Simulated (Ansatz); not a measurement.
System: F4H4HfO2 (trans-Hf(H2O)2F4).

Input file:

```
crystal:
  periodic: [false, false, false]
  atoms:
    - symbol: Hf
      position_ang: [0.296930, 0.246750, -0.012670]
    - symbol: O
      position_ang: [-0.084170, -0.072300, 2.129400]
    - symbol: H
      position_ang: [-0.975750, -0.399180, 1.911170]
    - symbol: H
      position_ang: [-0.189510, 0.865530, 2.375530]
    - symbol: O
      position_ang: [-0.195080, -0.158810, -2.117280]
    - symbol: H
      position_ang: [-0.661510, -0.968610, -1.838930]
    - symbol: H
      position_ang: [0.695210, -0.439910, -2.399140]
    - symbol: F
      position_ang: [1.963880, 0.188040, -0.856510]
    - symbol: F
      position_ang: [-1.567210, 0.425290, 0.032710]
    - symbol: F
      position_ang: [0.580670, 1.932380, 0.743940]
    - symbol: F
      position_ang: [0.136540, -1.619190, 0.031780]
basis:
  gaussian: {orbitals: def2-SVP}
hamiltonian: {xc: hf}
accuracy: high
output: {forces: true, orbitals: {seedname: orbitals}}
```

Launched as:

```sh
ansatz run molecule.yaml --threads 1 --pin off --max-ram 3480MiB --events-out events.jsonl --progress --plain --runs-dir runs
```

Geometry: GFN2-xTB; core potentials replace the inner electrons of Hf.

Method: isolated molecule in a Gaussian basis; Hartree-Fock (Ansatz).

What can the converged electron density and electron localisation function tell about the bonding?

Hf–F (1.87 Å): the density is about 0.94 e/Å³ at the midpoint; the ELF peaks at about 0.85 in the valence shell of F, 0.5 Å from its nucleus, and drops to about 0.20 between the two atoms.
Hf–O (2.20 Å): ρ at the midpoint is about 0.45 e/Å³; the ELF peaks at about 0.90 in the valence shell of O, 0.6 Å from its nucleus, and drops to about 0.15 between the two atoms.

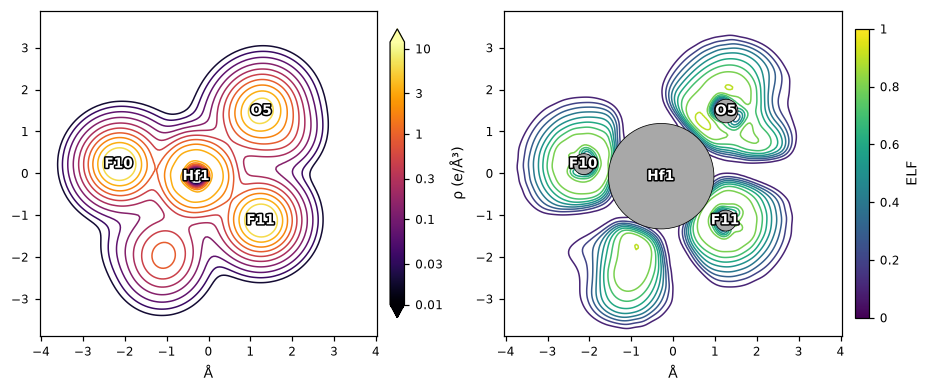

Computed electron density and electron localisation function on the plane of atoms F10, Hf1 and F11, in this order. Grey discs cover the atomic cores in the ELF map. 
